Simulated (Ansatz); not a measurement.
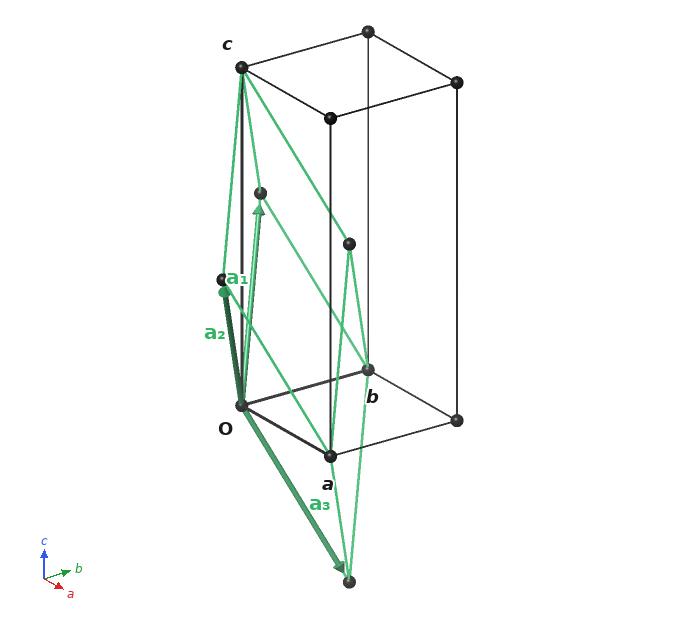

For B2P, coordinates from a relaxation with DFT PBE, scalar-relativistic, plane waves, PAW (Ansatz 0.2.0); the starting structure was generated, so it need not be a known form of this composition: the conventional cell (thin) and a primitive cell (coloured, vectors a₁, a₂, a₃), with the lattice points alone. All values are computed from the atomic coordinates in the standard setting (tolerance 0.002 Å).

a = 4.711 Å, b = 4.711 Å, c = 11.255 Å, α = 90.00°, β = 90.00°, γ = 90.00°.

What is the centring, and how are the primitive vectors built?

Answer. I, body-centred tetragonal, with lattice points at (0, 0, 0), (1/2, 1/2, 1/2). a₁ = −1/2 a + 1/2 b + 1/2 c; a₂ = 1/2 a − 1/2 b + 1/2 c; a₃ = 1/2 a + 1/2 b − 1/2 c.

Give the primitive cell's size and content.

Answer. Edges 6.540, 6.540, 6.540 Å; angles 137.77°, 137.77°, 61.25°; volume 124.91 Å³, 1/2 of the conventional cell; 12 of its 24 atoms.
